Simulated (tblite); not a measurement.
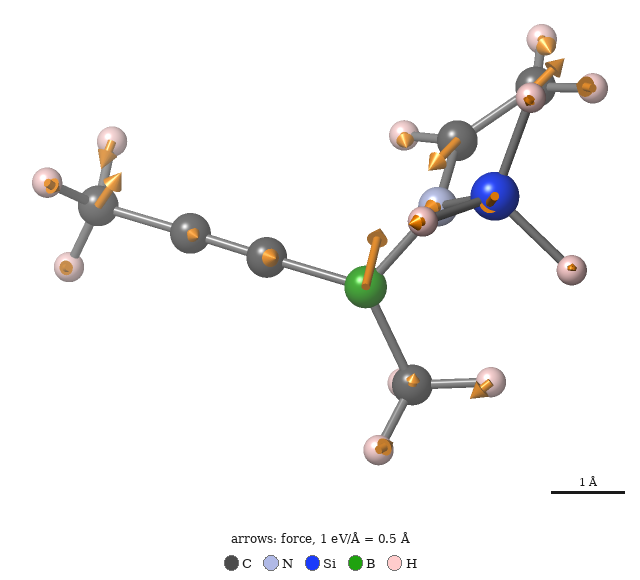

Starting geometry of C6H12BNSi with the computed forces as orange arrows. The picture is a ball-and-stick view, seen at a tilt.

Level of theory: tblite 0.8.0, GFN2-xTB geometry optimisation, gas phase. 

**Is this structure relaxed? If not, where do the atoms go?**

It isn't relaxed: the largest force vector, on the B atom, is 2.49 eV/Å. The final displacements have little in common with the starting forces (cosine between the two patterns 0.16). Over 210 geometry steps the energy falls by 1.060 eV. An H atom moves most after the best rigid fit: 1.92 Å. By element the largest moves are H 1.92 Å, Si 1.04 Å, C 0.96 Å, B 0.19 Å, N 0.12 Å. Some distances before and after: B–N 1.529 → 1.424 Å, N–Si 1.805 → 1.758 Å, B–C 1.559 → 1.515 Å, C–H 1.126 → 1.088 Å. Among the angles between lasting bonds that change: N–B–C 115.0° → 121.8°, B–C–H 106.1° → 111.9°, N–Si–H 112.2° → 106.7°.
